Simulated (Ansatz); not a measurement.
## Two runs on In2P

System: In2P, charge +1.
Method of run A: RKS r2SCAN-D4/def2-TZVP (Ansatz 0.2.0).

The geometry: r2SCAN-D4/def2-TZVP start. Text and figures count atoms from 1; the logs count them from 0 in places.

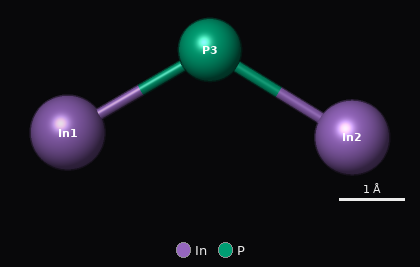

Figure 1. The input geometry (ball-and-stick view, seen at a tilt; atoms are numbered from 1 in the order of the input). Sticks mark near contacts. Bond lengths as drawn: In–P 2.57 Å.

## Input file, run A
```yaml
crystal:
  periodic: [false, false, false]
  atoms:
    - {symbol: In, position_ang: [-1.808839, 1.257027, -0.431725]}
    - {symbol: In, position_ang: [1.152114, -1.812462, 0.652703]}
    - {symbol: P, position_ang: [0.656725, 0.555424, -0.220978]}
basis:
  gaussian: {orbitals: def2-TZVP}
total_charge: 1
hamiltonian: {xc: r2scan, dispersion: d4}
scf: {lower_state_search: "off"}
output: {orbitals: {seedname: orbitals}}
relax: {f_tol: 0.02, max_steps: 100}
```

Launched with:
```bash
ansatz run in.yaml --threads 4 --pin off --events-out ev --progress --plain --max-ram 3916MiB
```

Hardware: 4 threads of Arm Neoverse V1, 23 GiB of memory available, shared host.

## Output, shortened to warnings, some set-up lines, iterations and results (run A)
```
[...]
mean field evaluation 1: about -19616.2464 eV, gradient 6.7e1 eV
mean field evaluation 2: about -19529.6491 eV, gradient 1.4e2 eV
mean field evaluation 4: about -19630.1421 eV, gradient 2.5e1 eV
mean field evaluation 8: about -19631.6304 eV, gradient 1.1e1 eV
mean field evaluation 16: about -19632.4061 eV, gradient 4.3e-4 eV
relax step   1: F+E_penalty+E_count = -19632.44307535 eV  Δ(F+E_penalty+E_count) = +0.000e0 eV  max|allowed force component| = 7.009e-1 eV/Å  Δτ_max = 0.0000 Å  (85 SCF …
mean field evaluation 32: about -19632.5716 eV, gradient 9.3e-2 eV
relax step   2: F+E_penalty+E_count = -19632.59541009 eV  Δ(F+E_penalty+E_count) = -1.523e-1 eV  max|allowed force component| = 4.305e-1 eV/Å  Δτ_max = 0.1081 Å  (45 SCF …
relax step   3: F+E_penalty+E_count = -19632.50577747 eV  Δ(F+E_penalty+E_count) = +8.963e-2 eV  max|allowed force component| = 1.127e0 eV/Å  Δτ_max = 0.1388 Å  (31 SCF …
relax step   4: F+E_penalty+E_count = -19632.62656278 eV  Δ(F+E_penalty+E_count) = -3.115e-2 eV  max|allowed force component| = 1.744e-2 eV/Å  Δτ_max = 0.0694 Å  (22 SCF …
mean field evaluation 64: about -19632.6011 eV, gradient 4.3e-4 eV
relax step   5: F+E_penalty+E_count = -19632.62757447 eV  Δ(F+E_penalty+E_count) = -1.012e-3 eV  max|allowed force component| = 1.159e-2 eV/Å  Δτ_max = 0.0315 Å  (23 SCF …
Total energy: -19632.62758754 eV, -721.4857563691 hartree
Atom 0 at    -1.699543     1.227619    -0.423015 Å, force     0.009518     0.001039    -0.000585 eV/Å
Atom 1 at     1.131953    -1.707669     0.614001 Å, force     0.002072     0.008750    -0.003309 eV/Å
Atom 2 at     0.567589     0.480038    -0.190986 Å, force    -0.011590    -0.009789     0.003895 eV/Å
Dipole moment:    -0.470241    -0.397718     0.158233 e Å
Checks for a lower state left out: stability, starts, cluster_reference, orbital_swaps, neighbouring_geometries, increment
```

The input of run B differs as follows (lines with − go, lines with + come):
```diff
-total_charge: 1
+magnetization: {spin_polarized: true, initial_magnetization: 3}
```

Predict how the results change.

The two differ by one electron: with each relaxed, adding it changes the energy by −6.74 eV. The HOMO goes from −9.93 to −3.98 eV. The LUMO goes from −10.00 to −4.25 eV. On the same kind of shared host run B took about 1.4 times as long.

## Output, shortened to warnings, some set-up lines, iterations and results (run B)
```
[...]
mean field evaluation 1: about -19634.8207 eV, gradient 2.2e1 eV
mean field evaluation 2: about -19603.1058 eV, gradient 6.2e1 eV
mean field evaluation 4: about -19638.2805 eV, gradient 4.4e0 eV
mean field evaluation 8: about -19638.4193 eV, gradient 8.6e-2 eV
mean field evaluation 16: about -19638.4166 eV, gradient 1.6e-4 eV
relax step   1: F+E_penalty+E_count = -19638.44452308 eV  Δ(F+E_penalty+E_count) = +0.000e0 eV  max|allowed force component| = 4.958e-1 eV/Å  Δτ_max = 0.0000 Å  (21 SCF …
mean field evaluation 32: about -19638.7158 eV, gradient 1.5e-6 eV
relax step   2: F+E_penalty+E_count = -19638.74397013 eV  Δ(F+E_penalty+E_count) = -2.994e-1 eV  max|allowed force component| = 5.596e-1 eV/Å  Δτ_max = 0.1950 Å  (30 SCF …
relax step   3: F+E_penalty+E_count = -19639.04879361 eV  Δ(F+E_penalty+E_count) = -3.048e-1 eV  max|allowed force component| = 5.473e-1 eV/Å  Δτ_max = 0.1965 Å  (27 SCF …
relax step   4: F+E_penalty+E_count = -19639.28695828 eV  Δ(F+E_penalty+E_count) = -2.382e-1 eV  max|allowed force component| = 3.979e-1 eV/Å  Δτ_max = 0.1938 Å  (30 SCF …
relax step   5: F+E_penalty+E_count = -19639.34335821 eV  Δ(F+E_penalty+E_count) = -5.640e-2 eV  max|allowed force component| = 3.008e-1 eV/Å  Δτ_max = 0.1948 Å  (28 SCF …
mean field evaluation 64: about -19639.3476 eV, gradient 9.6e-2 eV
relax step   6: F+E_penalty+E_count = -19639.36893208 eV  Δ(F+E_penalty+E_count) = -2.557e-2 eV  max|allowed force component| = 1.305e-2 eV/Å  Δτ_max = 0.0640 Å  (22 SCF …
Total energy: -19639.36895821 eV, -721.7334971717 hartree
Atom 0 at    -1.514644     0.647392    -0.210246 Å, force    -0.012024     0.000186     0.000180 eV/Å
Atom 1 at     0.534233    -1.476592     0.540142 Å, force    -0.001022    -0.011219     0.004209 eV/Å
Atom 2 at     0.980411     0.829189    -0.329896 Å, force     0.013046     0.011033    -0.004389 eV/Å
Dipole moment:    -0.284263    -0.240418     0.095651 e Å
Checks for a lower state left out: stability, starts, cluster_reference, orbital_swaps, neighbouring_geometries, increment
```

## The two runs side by side

```csv
quantity,run A,run B
outcome,converged,converged
total energy (hartree),−721.485756,−721.733497
HOMO (eV),−9.93,−3.98
LUMO (eV),−10.00,−4.25
largest force (eV/Å),0.016,0.018
basis functions,137,137
dipole moment (D),–,1.85
⟨S²⟩,–,3.769
wall time (shared host),10 s,15 s
```
